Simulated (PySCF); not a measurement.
**MoBr₂: relaxation and vibrations of the quintet**

Aim: relax MoBr₂ as a quintet from a linear start, check by its vibrations whether the end is a minimum, and collect its spectrum and constants.

Method: PBE, basis Mo def2-TZVP with ECP28, Br def2-TZVP, scalar-relativistic core potentials, no spin–orbit coupling, density fitting; program: PySCF 2.14.0.

## 1. The system as given

3 atoms, charge 0, spin multiplicity 5.

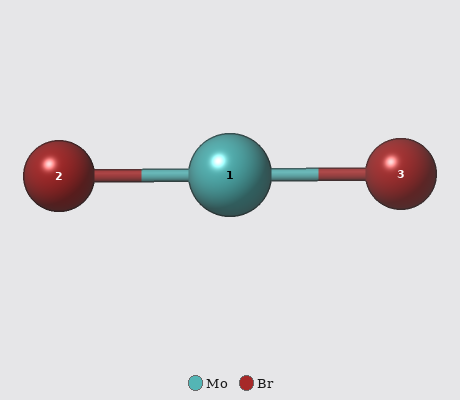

As it starts; molybdenum teal, bromine red; atoms are numbered from 1 in the order of the file.

Coordinates in bohr (charge 0 multiplicity 5):
```
Mo    0.0000    0.0000    0.0000
Br    0.0000    0.0000    4.7621
Br    0.0000    0.0000   -4.7621
```

## 2. First SCF at the start

The steps below are one call of a driver around PySCF. For each, scf.py gives the equivalent set-up of the SCF; relaxations use the driver's own optimiser. After this first run the driver tries any further starts and a stability analysis.

scf.py

```python
from pyscf import gto, scf, dft
mol = gto.M(atom='''
Mo     0.000000     0.000000     0.000000
Br     0.000000     0.000000     2.520000
Br     0.000000     0.000000    -2.520000''',
    basis={'Mo': 'def2-TZVP', 'Br': 'def2-TZVP'},
    ecp={'Mo': 'def2-TZVP'},
    charge=0, spin=4)
mf = dft.UKS(mol, xc='PBE')
mf.grids.atom_grid = (50, 194)
aux = {'Mo': 'def2-universal-JKFIT', 'Br': 'def2-universal-JKFIT'}
mf = mf.density_fit(auxbasis=aux)
mf.conv_tol = 1e-08
mf.diis_space = 10
mf.max_cycle = 60
mf.init_guess = 'minao'
mf.verbose = 4
mf.kernel()
```

Started as:

```
$ OMP_NUM_THREADS=4 python axn.py task.json out
```

Standard output (excerpt; [...] marks lines left out):

```text
[... the frontier levels of the middle cycles are left out ...]
init E= -5207.42848579327
[... the frontier-level lines of each cycle are left out ...]
cycle= 1 E= -5215.56629274513  delta_E= -8.14  |g|= 0.724  |ddm|= 2.75
cycle= 2 E= -5213.38375977039  delta_E= 2.18  |g|= 1.58  |ddm|= 2.63
cycle= 3 E= -5215.31301078063  delta_E= -1.93  |g|= 0.912  |ddm|= 2.76
cycle= 4 E= -5215.69458115216  delta_E= -0.382  |g|= 0.444  |ddm|= 1.04
cycle= 5 E= -5215.81095802296  delta_E= -0.116  |g|= 0.117  |ddm|= 1.01
cycle= 6 E= -5215.8153026656  delta_E= -0.00434  |g|= 0.087  |ddm|= 0.967
cycle= 7 E= -5215.81801433607  delta_E= -0.00271  |g|= 0.0436  |ddm|= 0.96
cycle= 8 E= -5215.81746957562  delta_E= 0.000545  |g|= 0.0551  |ddm|= 0.956
cycle= 9 E= -5215.81793527546  delta_E= -0.000466  |g|= 0.0453  |ddm|= 0.664
cycle= 10 E= -5215.81788456357  delta_E= 5.07e-05  |g|= 0.0464  |ddm|= 0.887
cycle= 11 E= -5215.81820028477  delta_E= -0.000316  |g|= 0.0387  |ddm|= 0.898
cycle= 12 E= -5215.81785818234  delta_E= 0.000342  |g|= 0.047  |ddm|= 0.93
cycle= 13 E= -5215.81802070315  delta_E= -0.000163  |g|= 0.0433  |ddm|= 0.432
cycle= 14 E= -5215.8180562295  delta_E= -3.55e-05  |g|= 0.0424  |ddm|= 0.0958
[... 46 cycles left out ...]
SCF not converged.
init E= -5207.42848579327
[... 15 cycles left out ...]
cycle= 16 E= -5215.81842197082  delta_E= -0.000467  |g|= 0.0322  |ddm|= 0.831
cycle= 17 E= -5215.81770774678  delta_E= 0.000714  |g|= 0.0502  |ddm|= 0.838
cycle= 18 E= -5215.81779939892  delta_E= -9.17e-05  |g|= 0.0483  |ddm|= 0.123
cycle= 19 E= -5215.81839685649  delta_E= -0.000597  |g|= 0.033  |ddm|= 0.932
cycle= 20 E= -5215.81769040111  delta_E= 0.000706  |g|= 0.0506  |ddm|= 0.958
SCF not converged.
init E= -5215.81769040111
cycle= 1 E= -5215.81885559228  delta_E= -0.00117  |g|= 0.00866  |ddm|= 0.0442
cycle= 2 E= -5215.81885401493  delta_E= 1.58e-06  |g|= 0.0101  |ddm|= 0.0157
cycle= 3 E= -5215.81891151778  delta_E= -5.75e-05  |g|= 0.003  |ddm|= 0.0111
cycle= 4 E= -5215.81891566497  delta_E= -4.15e-06  |g|= 0.00142  |ddm|= 0.00256
cycle= 5 E= -5215.81891718603  delta_E= -1.52e-06  |g|= 0.00044  |ddm|= 0.0014
cycle= 6 E= -5215.81891743561  delta_E= -2.5e-07  |g|= 0.000127  |ddm|= 0.000776
cycle= 7 E= -5215.81891749268  delta_E= -5.71e-08  |g|= 4.76e-05  |ddm|= 0.00038
cycle= 8 E= -5215.81891750823  delta_E= -1.55e-08  |g|= 2.82e-05  |ddm|= 0.00021
cycle= 9 E= -5215.81891751254  delta_E= -4.31e-09  |g|= 1.23e-05  |ddm|= 0.000109
Extra cycle  E= -5215.81562521668  delta_E= 0.00329  |g|= 0.0829  |ddm|= 0.958
SCF not converged.
macro= 0  E= -5215.81891746585  delta_E= -0.00329225  |g|= 0.000165434  3 KF 13 JK
macro= 1  E= -5215.8189174659  delta_E= -4.91127e-11  |g|= 2.25705e-05  1 KF 2 JK
macro X = 2  E=-5215.8189174659  |g|= 2.25705e-05  total 5 KF 18 JK
converged SCF energy = -5215.8189174659  <S^2> = 6.066762  2S+1 = 5.0266339
```

This step, with its further starts and checks, needed 97 s of wall time on 4 threads of Arm Neoverse V1, shared host.

Energies from each starting density:

| start | energy (Eh) |
| --- | --- |
| the minimal-basis guess | -5215.818917 |
| a thermally smeared density | -5215.818916 |
| a smeared PBE density | -5215.818918 |

Where DIIS stalls, the driver goes on with a level shift of 0.3 Eh and then with a second-order solver.

The test of internal stability and the other starts found no lower solution of this spin.

## 3. Relaxation: linear start, quintet

The program finds D∞h symmetry in the start, which this walk keeps.

scf.py, as its differences from that of step 2:

```diff
@@ -16 +15,0 @@
-mf.init_guess = 'minao'
```

Energy and gradient, step by step:

| step | energy (Eh) | change (kJ/mol) | largest symmetric gradient (Eh/bohr) |
| --- | --- | --- | --- |
| 0 | -5215.818917 | 0.00 | 0.01876 |
| 1 | -5215.821689 | -7.28 | 0.00829 |
| 2 | -5215.822229 | -8.70 | 0.00177 |
| 3 | -5215.822249 | -8.75 | 0.00013 |
| 4 | -5215.822251 | -8.75 | 0.00000 |

The walk took 2.4 min.

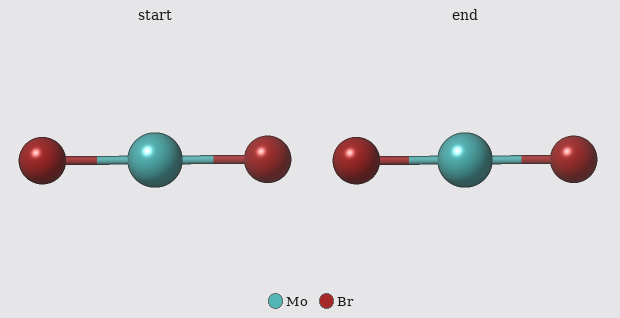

Start and end of the relaxation.

After 4 steps and 8.8 kJ/mol it ends at D∞h: Mo–Br 2.431 Å (×2); Br–Mo–Br 180.0°.

## 4. Hessian and properties

The point is checked on the finer grid, and tightened if its gradient asks for it. The Hessian and the dipole derivatives come from central differences of analytic gradients, with steps of 0.02 bohr.

scf.py, as its differences from that of step 3:

```diff
@@ -3,3 +3,3 @@
-Mo     0.000000     0.000000     0.000000
-Br     0.000000     0.000000     2.520000
-Br     0.000000     0.000000    -2.520000''',
+Mo     0.000000     0.000000    -0.000000
+Br    -0.000000    -0.000000     2.430908
+Br     0.000000     0.000000    -2.430908''',
@@ -10 +10 @@
-mf.grids.atom_grid = (50, 194)
+mf.grids.atom_grid = (75, 302)
@@ -13 +13 @@
-mf.conv_tol = 1e-08
+mf.conv_tol = 1e-10
```

This SCF starts from the last density.

Log of the central SCF (cycles and frontier levels):

```text
init E= -5215.82215346137
[... the frontier-level lines of each cycle are left out ...]
cycle= 1 E= -5215.81877652173  delta_E= 0.00338  |g|= 0.0836  |ddm|= 0.977
cycle= 2 E= -5215.81775034369  delta_E= 0.00103  |g|= 0.0975  |ddm|= 0.982
cycle= 3 E= -5215.82096203082  delta_E= -0.00321  |g|= 0.0486  |ddm|= 0.0595
cycle= 4 E= -5215.8214100704  delta_E= -0.000448  |g|= 0.0393  |ddm|= 0.022
cycle= 5 E= -5215.82047909776  delta_E= 0.000931  |g|= 0.0589  |ddm|= 0.977
cycle= 6 E= -5215.82094528053  delta_E= -0.000466  |g|= 0.0501  |ddm|= 0.455
cycle= 7 E= -5215.82111920102  delta_E= -0.000174  |g|= 0.0463  |ddm|= 0.469
cycle= 8 E= -5215.82014489255  delta_E= 0.000974  |g|= 0.0645  |ddm|= 0.978
cycle= 9 E= -5215.82101535623  delta_E= -0.00087  |g|= 0.0486  |ddm|= 0.0164
cycle= 10 E= -5215.82024835924  delta_E= 0.000767  |g|= 0.0628  |ddm|= 0.979
cycle= 11 E= -5215.82085208028  delta_E= -0.000604  |g|= 0.0519  |ddm|= 0.0293
cycle= 12 E= -5215.82116848003  delta_E= -0.000316  |g|= 0.0452  |ddm|= 0.00739
cycle= 13 E= -5215.82071606296  delta_E= 0.000452  |g|= 0.0546  |ddm|= 0.978
cycle= 14 E= -5215.81954831762  delta_E= 0.00117  |g|= 0.0735  |ddm|= 0.0193
cycle= 15 E= -5215.81821302051  delta_E= 0.00134  |g|= 0.0903  |ddm|= 0.0173
cycle= 16 E= -5215.8210192822  delta_E= -0.00281  |g|= 0.0485  |ddm|= 0.0468
cycle= 17 E= -5215.82086867998  delta_E= 0.000151  |g|= 0.0516  |ddm|= 0.977
cycle= 18 E= -5215.82104321361  delta_E= -0.000175  |g|= 0.048  |ddm|= 0.00444
cycle= 19 E= -5215.81912532734  delta_E= 0.00192  |g|= 0.0792  |ddm|= 0.979
cycle= 20 E= -5215.81966872357  delta_E= -0.000543  |g|= 0.0717  |ddm|= 0.00926
cycle= 21 E= -5215.82068524366  delta_E= -0.00102  |g|= 0.0552  |ddm|= 0.977
cycle= 22 E= -5215.82083320446  delta_E= -0.000148  |g|= 0.0523  |ddm|= 0.00434
cycle= 23 E= -5215.82081117387  delta_E= 2.2e-05  |g|= 0.0528  |ddm|= 0.0186
cycle= 24 E= -5215.81855223262  delta_E= 0.00226  |g|= 0.0864  |ddm|= 0.979
cycle= 25 E= -5215.81829252688  delta_E= 0.00026  |g|= 0.0894  |ddm|= 0.0102
cycle= 26 E= -5215.81817904984  delta_E= 0.000113  |g|= 0.0907  |ddm|= 0.00173
cycle= 27 E= -5215.81698004778  delta_E= 0.0012  |g|= 0.103  |ddm|= 0.0142
cycle= 28 E= -5215.82061152718  delta_E= -0.00363  |g|= 0.0565  |ddm|= 0.981
cycle= 29 E= -5215.82062620324  delta_E= -1.47e-05  |g|= 0.0563  |ddm|= 0.00711
cycle= 30 E= -5215.82108820987  delta_E= -0.000462  |g|= 0.047  |ddm|= 0.179
cycle= 31 E= -5215.82092214581  delta_E= 0.000166  |g|= 0.0505  |ddm|= 0.978
cycle= 32 E= -5215.8210405378  delta_E= -0.000118  |g|= 0.048  |ddm|= 0.00492
cycle= 33 E= -5215.8212214095  delta_E= -0.000181  |g|= 0.0439  |ddm|= 0.26
cycle= 34 E= -5215.82019560515  delta_E= 0.00103  |g|= 0.0637  |ddm|= 0.975
cycle= 35 E= -5215.82025381653  delta_E= -5.82e-05  |g|= 0.0627  |ddm|= 0.00282
cycle= 36 E= -5215.82117144663  delta_E= -0.000918  |g|= 0.0451  |ddm|= 0.741
cycle= 37 E= -5215.82101364904  delta_E= 0.000158  |g|= 0.0486  |ddm|= 0.83
cycle= 38 E= -5215.82042528171  delta_E= 0.000588  |g|= 0.0599  |ddm|= 0.965
cycle= 39 E= -5215.82061443786  delta_E= -0.000189  |g|= 0.0565  |ddm|= 0.0217
cycle= 40 E= -5215.82079913013  delta_E= -0.000185  |g|= 0.053  |ddm|= 0.0301
cycle= 41 E= -5215.82075488531  delta_E= 4.42e-05  |g|= 0.0538  |ddm|= 0.962
cycle= 42 E= -5215.82124663846  delta_E= -0.000492  |g|= 0.0433  |ddm|= 0.793
cycle= 43 E= -5215.82045030684  delta_E= 0.000796  |g|= 0.0594  |ddm|= 0.396
cycle= 44 E= -5215.8205490112  delta_E= -9.87e-05  |g|= 0.0577  |ddm|= 0.00502
cycle= 45 E= -5215.82060885839  delta_E= -5.98e-05  |g|= 0.0566  |ddm|= 0.977
cycle= 46 E= -5215.81990839659  delta_E= 0.0007  |g|= 0.0682  |ddm|= 0.0131
cycle= 47 E= -5215.82098476264  delta_E= -0.00108  |g|= 0.0492  |ddm|= 0.978
cycle= 48 E= -5215.82044266555  delta_E= 0.000542  |g|= 0.0595  |ddm|= 0.978
cycle= 49 E= -5215.82060417402  delta_E= -0.000162  |g|= 0.0567  |ddm|= 0.979
cycle= 50 E= -5215.82088304352  delta_E= -0.000279  |g|= 0.0513  |ddm|= 0.0538
cycle= 51 E= -5215.81982826033  delta_E= 0.00105  |g|= 0.0694  |ddm|= 0.0487
cycle= 52 E= -5215.82014341171  delta_E= -0.000315  |g|= 0.0645  |ddm|= 0.00616
cycle= 53 E= -5215.82101088222  delta_E= -0.000867  |g|= 0.0487  |ddm|= 0.976
cycle= 54 E= -5215.82037687709  delta_E= 0.000634  |g|= 0.0607  |ddm|= 0.976
cycle= 55 E= -5215.82056163862  delta_E= -0.000185  |g|= 0.0574  |ddm|= 0.00703
cycle= 56 E= -5215.82066389785  delta_E= -0.000102  |g|= 0.0556  |ddm|= 0.979
cycle= 57 E= -5215.81983354119  delta_E= 0.00083  |g|= 0.0693  |ddm|= 0.0159
cycle= 58 E= -5215.82029327473  delta_E= -0.00046  |g|= 0.0621  |ddm|= 0.00793
cycle= 59 E= -5215.82109505496  delta_E= -0.000802  |g|= 0.0468  |ddm|= 0.0183
cycle= 60 E= -5215.82042832906  delta_E= 0.000667  |g|= 0.0598  |ddm|= 0.978
SCF not converged.
init E= -5215.82215346137
cycle= 1 E= -5215.81877652173  delta_E= 0.00338  |g|= 0.0836  |ddm|= 0.977
cycle= 2 E= -5215.81775034368  delta_E= 0.00103  |g|= 0.0975  |ddm|= 0.982
cycle= 3 E= -5215.82095206567  delta_E= -0.0032  |g|= 0.0488  |ddm|= 0.059
cycle= 4 E= -5215.82006997966  delta_E= 0.000882  |g|= 0.0597  |ddm|= 0.0779
cycle= 5 E= -5215.82054962824  delta_E= -0.00048  |g|= 0.0576  |ddm|= 0.966
cycle= 6 E= -5215.82092820486  delta_E= -0.000379  |g|= 0.0503  |ddm|= 0.811
cycle= 7 E= -5215.82123120871  delta_E= -0.000303  |g|= 0.0433  |ddm|= 0.918
cycle= 8 E= -5215.82105294635  delta_E= 0.000178  |g|= 0.0476  |ddm|= 0.848
cycle= 9 E= -5215.82136275739  delta_E= -0.00031  |g|= 0.0404  |ddm|= 0.964
cycle= 10 E= -5215.82112145345  delta_E= 0.000241  |g|= 0.0462  |ddm|= 0.867
cycle= 11 E= -5215.82142703984  delta_E= -0.000306  |g|= 0.0388  |ddm|= 0.967
cycle= 12 E= -5215.82116486781  delta_E= 0.000262  |g|= 0.0452  |ddm|= 0.851
cycle= 13 E= -5215.82123780016  delta_E= -7.29e-05  |g|= 0.0436  |ddm|= 0.734
cycle= 14 E= -5215.82143492504  delta_E= -0.000197  |g|= 0.0386  |ddm|= 0.676
cycle= 15 E= -5215.82124694535  delta_E= 0.000188  |g|= 0.0434  |ddm|= 0.907
cycle= 16 E= -5215.8214468226  delta_E= -0.0002  |g|= 0.0383  |ddm|= 0.868
cycle= 17 E= -5215.82116745293  delta_E= 0.000279  |g|= 0.0452  |ddm|= 0.946
cycle= 18 E= -5215.82119674083  delta_E= -2.93e-05  |g|= 0.0445  |ddm|= 0.464
cycle= 19 E= -5215.82142049784  delta_E= -0.000224  |g|= 0.039  |ddm|= 0.77
cycle= 20 E= -5215.82122192105  delta_E= 0.000199  |g|= 0.0439  |ddm|= 0.962
SCF not converged.
init E= -5215.82122192105
cycle= 1 E= -5215.82211245604  delta_E= -0.000891  |g|= 0.00694  |ddm|= 0.0392
cycle= 2 E= -5215.82212872367  delta_E= -1.63e-05  |g|= 0.00622  |ddm|= 0.0109
cycle= 3 E= -5215.8221464305  delta_E= -1.77e-05  |g|= 0.00348  |ddm|= 0.00823
cycle= 4 E= -5215.82215239107  delta_E= -5.96e-06  |g|= 0.000906  |ddm|= 0.00246
cycle= 5 E= -5215.82215319429  delta_E= -8.03e-07  |g|= 0.000245  |ddm|= 0.00128
cycle= 6 E= -5215.82215329114  delta_E= -9.69e-08  |g|= 0.000165  |ddm|= 0.000476
cycle= 7 E= -5215.82215332758  delta_E= -3.64e-08  |g|= 4.02e-05  |ddm|= 0.000279
cycle= 8 E= -5215.8221533342  delta_E= -6.62e-09  |g|= 2.6e-05  |ddm|= 0.000138
cycle= 9 E= -5215.82215333596  delta_E= -1.76e-09  |g|= 1.18e-05  |ddm|= 6.54e-05
cycle= 10 E= -5215.82215333639  delta_E= -4.22e-10  |g|= 5.23e-06  |ddm|= 3.32e-05
cycle= 11 E= -5215.82215333648  delta_E= -9.37e-11  |g|= 2.19e-06  |ddm|= 1.6e-05
Extra cycle  E= -5215.81877652614  delta_E= 0.00338  |g|= 0.0836  |ddm|= 0.977
SCF not converged.
macro= 0  E= -5215.8221533365  delta_E= -0.00337681  |g|= 1.00015e-05  4 KF 15 JK
macro= 1  E= -5215.8221533365  delta_E= -5.45697e-12  |g|= 8.64563e-07  1 KF 2 JK
macro X = 2  E=-5215.8221533365  |g|= 8.64563e-07  total 6 KF 20 JK
converged SCF energy = -5215.8221533365  <S^2> = 6.0506642  2S+1 = 5.0202248
```

The whole step took 6.4 min.

Geometry: D∞h; Mo–Br 2.431 Å (×2); Br–Mo–Br 180.0°.

Harmonic modes (main isotopes):

```json
{"ω (cm⁻¹)": "46i", "IR (km/mol)": "2.7", "type": "bend"}
{"ω (cm⁻¹)": "31i", "IR (km/mol)": "2.4", "type": "bend"}
{"ω (cm⁻¹)": "213", "IR (km/mol)": "0.0", "type": "stretch"}
{"ω (cm⁻¹)": "313", "IR (km/mol)": "80.6", "type": "stretch"}
```

With 2 modes imaginary (up to 46i cm⁻¹) this point is a saddle.

Here the density breaks the symmetry of the frame, and no labels are given; pairs that should be degenerate can split.

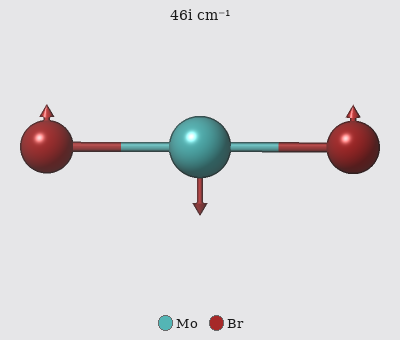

The imaginary mode, as arrows.

Properties at this point:

```yaml
Dipole_moment: 0.00 D
Highest_occupied_level: -5.20 eV
Lowest_empty_level: -5.20 eV
Rotational_constants: 0.01807 cm⁻¹
Zero-point_energy_real_modes: 3.1 kJ/mol
Principal_polarisabilities: 61.7, 62.7, 147.7 bohr³
Atomisation_energy_without_zero-point_energy: 674 kJ/mol
Principal_traceless_quadrupole_moments_about_the_centre_of_mass: -6.91, 2.12, 4.79 D Å
Spin_squared_⟨S²⟩: 6.051
```

Populations by atom (charges in e):

```csv
atom,Mulliken,Löwdin,polar tensor,spin (Mulliken),Mayer order to Mo1
Mo1,0.65,-0.11,1.01,4.13,–
"Br2,3",-0.32,0.06,-0.50,-0.07,1.13
```

Outer orbital energies (eV). α occupied: -8.37, -8.00, -7.68, -7.62, -6.41, -6.33, -5.95, -5.20; empty: -5.20, -1.25, -1.12, -0.94. β occupied: -19.28, -19.01, -9.41, -8.15, -7.96, -7.83, -7.76, -7.50; empty: -3.85, -3.84, -3.37, -3.28.

Mulliken populations on Mo1 (outside its core potential): s 2.64, p 6.21, d 4.50, f 0.01.

[end of part 1 of 2]
